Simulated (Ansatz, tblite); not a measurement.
# The cluster SiSe₂: rung by rung, part 2 of 2

How do method and basis change the picture of the cluster SiSe₂ (singlet)?

Ansatz 0.2.0, Gaussian basis; as each input shows.

### 18 CCSD(T)/def2-TZVPP

Contents of in.yaml:

```yaml
crystal:
  periodic: [false, false, false]
  atoms:
    - {symbol: Si, position_ang: [0.000014, -0.000002, 0.000004]}
    - {symbol: Se, position_ang: [-0.070747, -0.141252, 2.067844]}
    - {symbol: Se, position_ang: [0.070723, 0.141255, -2.067838]}
basis:
  gaussian: {orbitals: def2-TZVPP, initial_orbitals: start.molden}
correlation: {method: ccsd_t}
scf: {omitted_lower_state_checks: [starts]}
output: {orbitals: {seedname: orbitals}}
```

Command:

```sh
$ ansatz run in.yaml --threads 4 --pin off --events-out ev --progress --plain --max-ram 3916MiB
```

The program printed, shortened:

```text
Functional definition: HF
  name "HF"
  cite "Fock, Z. Phys. 61, 126 (1930) doi:10.1007/BF01340294"
  parent pbe
[...]
905 factors; integrals over basis functions are off by at most 1.0e-3 eV
[...]
mean field -138470.09791202 eV, -5088.6822398634 hartree, gradient 2.2e-6 eV, S^2 0.000000; 0 other end points of the search recorded, 0 dependent functions left out
23 core orbitals not correlated: weight in the atoms' cores, before any rotation towards them, 1.000 or more for the frozen orbitals, at most 0.000 for the correlated occupied ones
reference -138470.09791202 eV, -5088.6822398634 hartree; 18, 18 occupied and 97, 97 virtual orbitals, 905 factors
second order -17.12746223 eV of doubles, -0.00000000 eV of singles
cycle   1  -16.64514570 eV  change    4.8e-1 eV  update   1.2e-1
[...]
cycle   9  -17.22621461 eV  change   -1.8e-5 eV  update   1.9e-5
perturbative correction -0.89164616 eV, -0.0327673919 hartree
Total energy: -138488.21577279 eV, -5089.3480589658 hartree
Checks for a lower state left out: starts
```

Wall time 3.8 s (4 threads of Arm Neoverse V1, shared host).

From the report: Hartree-Fock HOMO -9.84 eV, LUMO 0.85 eV; T1 0.014.

### 19 MP2/def2-TZVP

Changes to in.yaml since step 18:

```diff
@@ -7,4 +7,4 @@
 basis:
-  gaussian: {orbitals: def2-TZVPP, initial_orbitals: start.molden}
-correlation: {method: ccsd_t}
+  gaussian: {orbitals: def2-TZVP, initial_orbitals: start.molden}
+correlation: {method: mp2}
 scf: {omitted_lower_state_checks: [starts]}
```

Same command.

The program printed:

```text
Functional definition: HF
  name "HF"
  cite "Fock, Z. Phys. 61, 126 (1930) doi:10.1007/BF01340294"
  parent pbe
  exchange = exact_x
  correlation = 0
these checks for a lower state are left out or cut short: starts
874 factors; integrals over basis functions are off by at most 1.0e-3 eV
mean field evaluation 1: about -138468.9772 eV, gradient 3.5e1 eV
mean field evaluation 2: about -138469.6937 eV, gradient 1.0e0 eV
mean field evaluation 4: about -138470.0942 eV, gradient 2.2e-2 eV
mean field evaluation 8: about -138470.0945 eV, gradient 1.5e-6 eV
mean field -138470.09452957 eV, -5088.6821155604 hartree, gradient 2.4e-6 eV, S^2 0.000000; 0 other end points of the search recorded, 0 dependent functions left out
23 core orbitals not correlated: weight in the atoms' cores, before any rotation towards them, 1.000 or more for the frozen orbitals, at most 0.000 for the correlated occupied ones
reference -138470.09452957 eV, -5088.6821155604 hartree; 18, 18 occupied and 92, 92 virtual orbitals, 874 factors
second order -17.07523877 eV of doubles, -0.00000000 eV of singles
Total energy: -138487.16976834 eV, -5089.3096190112 hartree
Checks for a lower state left out: starts
```

Run time: 1.2 s. Hardware: 4 threads of Arm Neoverse V1, shared host.

From the report: Hartree-Fock HOMO -9.84 eV, LUMO 0.85 eV.

### 20 RPA/def2-TZVP

Changes to in.yaml since step 19:

```diff
@@ -8,4 +8,4 @@
   gaussian: {orbitals: def2-TZVP, initial_orbitals: start.molden}
-correlation: {method: mp2}
+hamiltonian: {xc: pbe}
+correlation: {method: rpa}
 scf: {omitted_lower_state_checks: [starts]}
-output: {orbitals: {seedname: orbitals}}
```

The command is unchanged.

The program printed, shortened:

```text
Functional definition: PBE
  name "PBE"
  cite "Perdew, Burke & Ernzerhof, Phys. Rev. Lett. 77, 3865 (1996) doi:10.1103/PhysRevLett.77.3865"
  parent pbe
[...]
874 factors; integrals over basis functions are off by at most 1.0e-3 eV
[...]
mean field -138555.10669244 eV, -5091.8062549229 hartree, gradient 9.4e-7 eV, S^2 0.000000; 0 other end points of the search recorded, 0 dependent functions left out
23 core orbitals not correlated: weight in the atoms' cores, before any rotation towards them, 1.000 or more for the frozen orbitals, at most 0.000 for the correlated occupied ones
reference -138468.68735635 eV, -5088.6304028986 hartree; 18, 18 occupied and 92, 92 virtual orbitals, 874 factors
Total energy: -138494.44626214 eV, -5089.5770252263 hartree
Checks for a lower state left out: starts
```

It took 1.6 s on 4 threads of Arm Neoverse V1, shared host.

### 21 Levels side by side

| level | functions | HOMO (eV) | LUMO (eV) | gap (eV) | time |
| --- | --- | --- | --- | --- | --- |
| HF/6-31G | 71 | -9.69 | 0.15 | 9.84 | 0.4 s |
| LDA/def2-TZVP | 133 | -6.73 | -3.51 | 3.22 | 0.55 s |
| PBE-D4/def2-SVP | 82 | -6.46 | -3.10 | 3.36 | 0.55 s |
| PBE-D4/def2-TZVP | 133 | -6.56 | -3.26 | 3.30 | 1.1 s |
| PBE-D4/def2-TZVPD | 157 | -6.58 | -3.32 | 3.26 | 1.6 s |
| revPBE-D4/def2-TZVP | 133 | -6.51 | -3.17 | 3.34 | 0.9 s |
| r2SCAN-D4/def2-TZVP | 133 | -6.85 | -3.10 | 3.75 | 2.1 s |
| r2SCAN-D4/def2-TZVPD | 157 | -6.86 | -3.13 | 3.72 | 3 s |
| B3LYP-D4/6-31G | 71 | -7.26 | -2.70 | 4.56 | 0.7 s |
| PBE0-D4/def2-SVP | 82 | -7.54 | -2.34 | 5.19 | 0.85 s |
| PBE0-D4/def2-TZVP | 133 | -7.60 | -2.46 | 5.15 | 1.4 s |
| PBE0-D4/def2-TZVPD | 157 | -7.61 | -2.53 | 5.09 | 2.1 s |
| r2SCAN0-D4/def2-TZVP | 133 | -7.79 | -2.38 | 5.41 | 2.8 s |
| BHLYP-D4/def2-TZVP | 133 | -8.44 | -1.53 | 6.91 | 1.5 s |
| CAM-B3LYP-D4/def2-TZVP | 133 | -8.73 | -1.42 | 7.31 | 1.6 s |

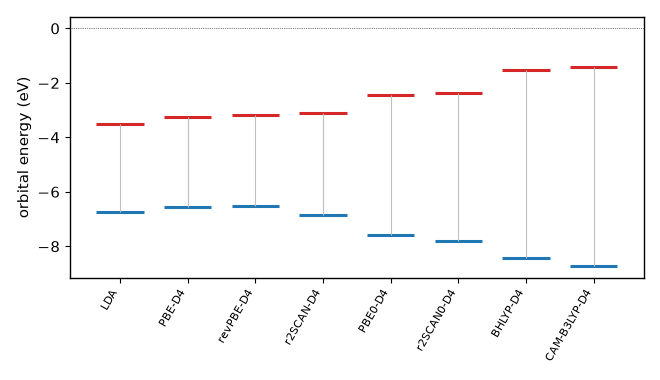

Highest filled (blue) and lowest empty (red) level in def2-TZVP.

Energy pieces by basis (eV):

| basis | HF | MP2 correlation | CCSD correlation | (T) | total |
| --- | --- | --- | --- | --- | --- |
| def2-TZVPP | -138470.0979 | -17.1275 | -17.2262 | -0.8916 | -138488.2158 |
| def2-TZVP | -138470.0945 | -17.0752 |  |  | -138487.1698 (MP2) |

### 22 Binding energy

Free atoms were run apart at each level; binding is atoms less cluster, divided by the number of atoms, without zero-point or spin-orbit terms.

| method | binding an atom (eV) | from CCSD(T)/def2-TZVPP (eV) | time |
| --- | --- | --- | --- |
| HF/6-31G | 0.789 | -1.969 | 0.4 s |
| HF/def2-TZVP | 1.605 | -1.153 |  |
| HF/def2-TZVPP | 1.606 | -1.152 |  |
| LDA/def2-TZVP | 3.543 | +0.785 | 0.55 s |
| PBE-D4/def2-SVP | 3.049 | +0.291 | 0.55 s |
| PBE-D4/def2-TZVP | 3.065 | +0.307 | 1.1 s |
| PBE-D4/def2-TZVPD | 3.063 | +0.305 | 1.6 s |
| revPBE-D4/def2-TZVP | 2.941 | +0.183 | 0.9 s |
| r2SCAN-D4/def2-TZVP | 2.992 | +0.234 | 2.1 s |
| r2SCAN-D4/def2-TZVPD | 2.992 | +0.234 | 3 s |
| B3LYP-D4/6-31G | 2.252 | -0.506 | 0.7 s |
| PBE0-D4/def2-SVP | 2.873 | +0.115 | 0.85 s |
| PBE0-D4/def2-TZVP | 2.908 | +0.150 | 1.4 s |
| PBE0-D4/def2-TZVPD | 2.908 | +0.150 | 2.1 s |
| r2SCAN0-D4/def2-TZVP | 2.839 | +0.081 | 2.8 s |
| BHLYP-D4/def2-TZVP | 2.670 | -0.088 | 1.5 s |
| CAM-B3LYP-D4/def2-TZVP | 2.763 | +0.005 | 1.6 s |
| RPA/def2-TZVP | 2.549 | -0.209 | 1.6 s |
| MP2/def2-TZVP | 2.927 | +0.169 | 1.2 s |
| CCSD/def2-TZVPP | 2.599 | -0.159 |  |
| CCSD(T)/def2-TZVPP | 2.758 | 0 | 3.8 s |

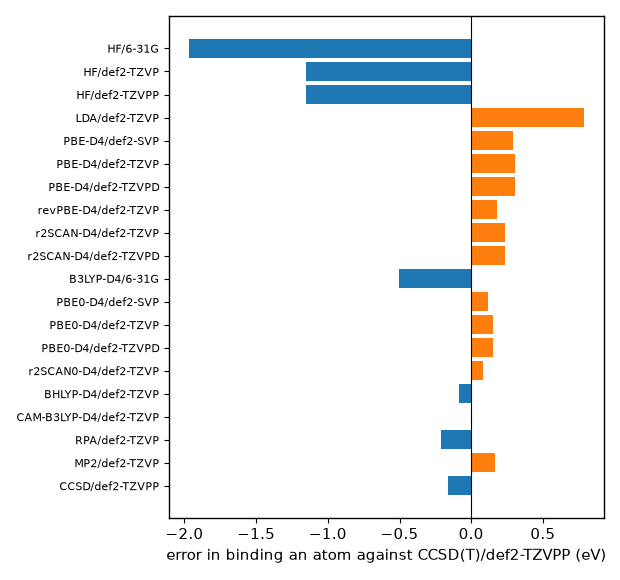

Deviations from CCSD(T)/def2-TZVPP, method by method.

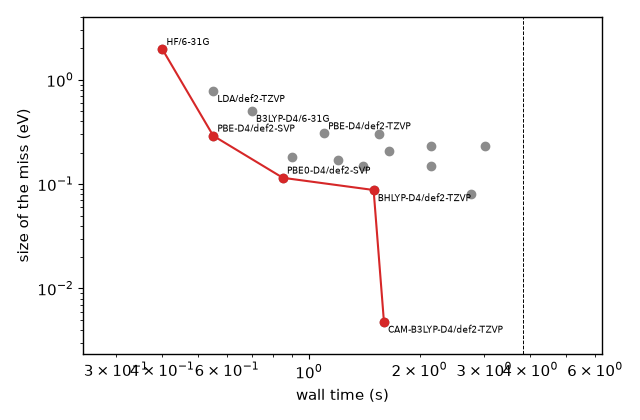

Miss against cost. Red marks the levels that no quicker level drawn beats (of those quicker than the yardstick), and the dashed line is the time of CCSD(T)/def2-TZVPP. Only those levels and the largest misses are named. Times are from a shared host.

### 23 What came out

This closing draws on all 2 parts.

```
                                                 quantity                                  value
gap in def2-TZVP, named functionals, smallest and largest  3.22 eV (LDA), 7.31 eV (CAM-B3LYP-D4)
                   correlation energy, CCSD(T)/def2-TZVPP                              -18.12 eV
                        correlation energy, MP2/def2-TZVP                              -17.08 eV
                      binding an atom, CCSD(T)/def2-TZVPP                               2.758 eV
          PBE0 total energy, smallest basis above largest        18.78 eV (def2-SVP, def2-TZVPD)
```

What this shows: Over the named functionals in def2-TZVP the gap runs from 3.22 eV (LDA) to 7.31 eV (CAM-B3LYP-D4); exact exchange widens it. A small miss in a minimal or small basis is a cancelling of errors, not accuracy. The functionals in def2-TZVP miss CCSD(T)/def2-TZVPP by -0.088 (BHLYP-D4) to +0.785 eV (LDA) an atom. CCSD(T)/def2-TZVPP isn't at the basis-set limit; small misses against it rank nothing.

For cost: CAM-B3LYP-D4/def2-TZVP gets within 0.005 eV in 1.6 s, where CCSD(T)/def2-TZVPP took 3.8 s; the quickest level in the cost chart, HF/6-31G, takes 0.4 s and misses by 1.969 eV. The slowest run with a step of its own, CCSD(T)/def2-TZVPP, took 3.8 s; the quickest functional in def2-TZVP took 0.55 s (shared host).
